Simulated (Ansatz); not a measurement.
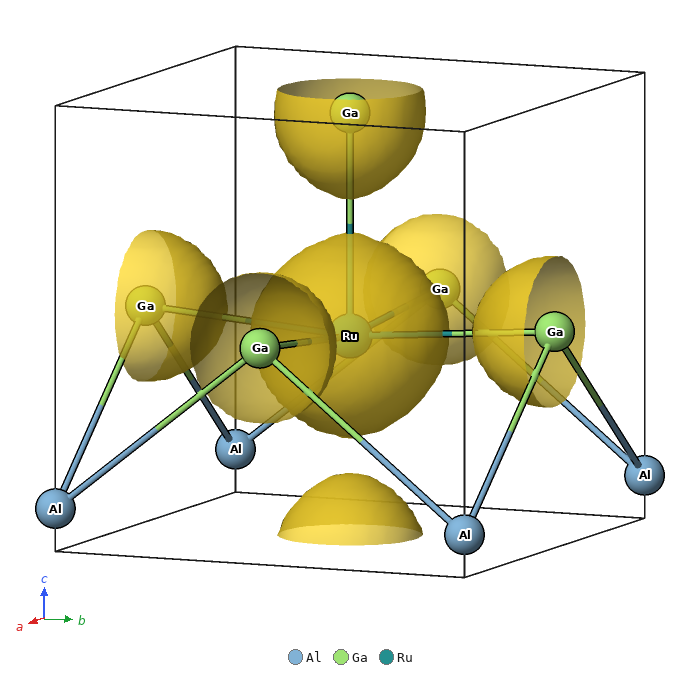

*AlGa₃Ru. Isosurface of the valence electron density at 0.6 e/Å³ (yellow), seen slightly off an axis. Sticks mark near contacts.*

Space group P4mm; started from the tetragonal perovskite_99 prototype, which need not be the ambient phase; computed without spin polarisation.

Method: DFT PBE, scalar-relativistic, plane waves, PAW (Ansatz).

Core electrons are frozen (PAW), and the valence fields are smoothed inside the atomic spheres.

The calculation's input:

```
crystal:
  lattice:
    - [4.7946350696, 0.0, 0.0]
    - [0.0, 4.7946350696, 0.0]
    - [0.0, 0.0, 4.8423495456]
  atoms:
    - { symbol: Al, position: [0.0, 0.0, 0.1054886391] }
    - { symbol: Ga, position: [0.5, 0.5, 0.9434675965] }
    - { symbol: Ga, position: [0.0, 0.5, 0.484041778] }
    - { symbol: Ga, position: [0.5, 0.0, 0.484041778] }
    - { symbol: Ru, position: [0.5, 0.5, 0.4429602085] }
basis:
  ecutwfc: 420
kpoints:
  mp_grid: { grid: [8, 8, 8] }
hamiltonian:
  xc: pbe
scf:
  occupations: { method: gaussian, width: 0.1 }
output:
  forces: true
  stress: true
  eigenvalues: true
  write_density: true
  write_potential: true
  elf: true
  volumetric_format: npy
relax:
  adjacent_minimum: "off"
  f_tol: 0.01
  max_steps: 80
  cell: { stress_tol: 0.05 }
```

Run with:

```sh
ansatz run input.yaml --threads 1 --pin off --max-ram 2560MiB --backend cpu --events-out ev --progress --plain --runs-dir out
```

Below, planes, directions and counts refer to the conventional cell (a = 4.80 Å, b = 4.80 Å, c = 4.84 Å, α = 90.00°, β = 90.00°, γ = 90.00°).

The fields are those of the run's last geometry, not of the input's.

How is the density connected at this value?

At this value the density breaks into separate islands; it holds about 75 % of the electrons treated as valence (semicore included). It bridges none of the near contacts. It is pinched off along the sampled Ga–Ru (2.41 Å), Al–Ga (3.05 Å) and Al–Ga (3.47 Å) contacts. On the grid the lowest density along these lines, outside the cores, is 0.5 e/Å³ (Ga–Ru, 2.41 Å), 0.13 e/Å³ (Al–Ga, 3.05 Å) and 0.08 e/Å³ (Al–Ga, 3.47 Å).
